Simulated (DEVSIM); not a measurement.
Structure: illuminated GaSb p-on-n cell, one wavelength, at 250 K.

| layer (left to right) | material | thickness (μm) | Nd (cm⁻³) | Na (cm⁻³) | τn (s) | τp (s) | absorption coefficient (cm⁻¹) |
|---|---|---|---|---|---|---|---|
| 1 | GaSb | 0.230 | - | 5.9e17 | 4.6e-8 | 3.7e-9 | 57000 |
| 2 | GaSb | 4.60 | 3.9e16 | - | 9.3e-8 | 9.3e-8 | 57000 |

Left contact: ohmic, minority electron recombination velocity 1e6 cm/s. Right contact: ohmic, minority hole recombination velocity 300 cm/s. Voltage is applied to the left contact. Recombination: SRH at mid-gap, radiative. Light enters at the left, 4.6e16 photons cm⁻² s⁻¹, one pass, no reflection. Mobility is μmin + (μ − μmin)/(1 + (N/Nref)^α).

This is a model device: material constants are rounded textbook-type values typed into the input, and sizes, dopings and lifetimes were drawn at random. Values at 300 K; Nc and Nv go as T^1.5, mobilities as T to minus their exponent, the gap by Varshni's rule with the affinity fixed.

```
parameter            GaSb
----------------  -------
gap (eV)            0.726
affinity (eV)        4.06
permittivity         15.7
Nc (cm⁻³)          2.1e17
Nv (cm⁻³)          1.8e19
μn (cm²/Vs)          5000
μp (cm²/Vs)           850
μn,min               1000
μp,min                190
Nref,n             2.8e17
Nref,p               9e17
αn                   1.05
αp                   0.65
T exponent of μn        2
T exponent of μp      1.7
B (cm³/s)           1e-10
Varshni α (eV/K)  0.00042
Varshni β (K)         140
```

Model (solved in DEVSIM): 1D drift-diffusion, Boltzmann statistics, complete ionisation; no tunnelling, impact ionisation, image-force lowering or self-heating.

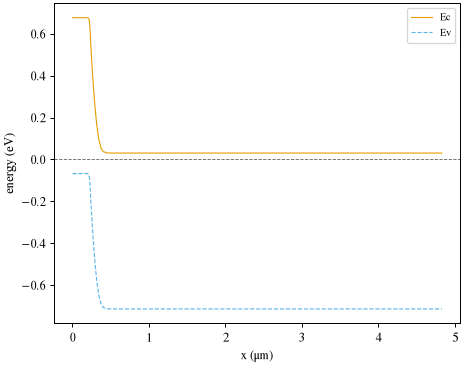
Fig. 1. Band edges at zero bias, in the dark

Energies count from the Fermi level of the right contact; mesh points crowd at the junctions.

```tsv
x (μm)	Ec (eV)	Ev (eV)	n (cm⁻³)	p (cm⁻³)	field (V/cm)
0.000	0.677	-0.068	3600	5.9e17	≈ 0
0.01739	0.677	-0.068	3600	5.9e17	≈ 0
0.04465	0.677	-0.068	3600	5.9e17	≈ 0
0.08736	0.677	-0.068	3600	5.9e17	≈ 0
0.1615	0.677	-0.068	3600	5.9e17	≈ 0
0.1974	0.677	-0.068	3700	5.8e17	-540
0.2203	0.661	-0.083	7400	2.9e17	-25000
0.2421	0.533	-0.212	2900000	7.4e14	-66000
0.2697	0.368	-0.376	6.0e9	3.6e11	-53000
0.3183	0.162	-0.583	8.6e13	2.5e7	-31000
0.4039	0.037	-0.708	2.9e16	75000	-2900
0.6326	0.030	-0.714	3.9e16	55000	≈ 0
0.9571	0.030	-0.714	3.9e16	55000	≈ 0
1.528	0.030	-0.714	3.9e16	55000	≈ 0
2.955	0.030	-0.714	3.9e16	55000	≈ 0
3.775	0.030	-0.714	3.9e16	55000	≈ 0
4.241	0.030	-0.714	3.9e16	55000	≈ 0
4.506	0.030	-0.714	3.9e16	55000	≈ 0
4.693	0.030	-0.714	3.9e16	55000	≈ 0
4.762	0.030	-0.714	3.9e16	55000	≈ 0
4.802	0.030	-0.714	3.9e16	55000	≈ 0
4.830	0.030	-0.714	3.9e16	55000	≈ 0
```
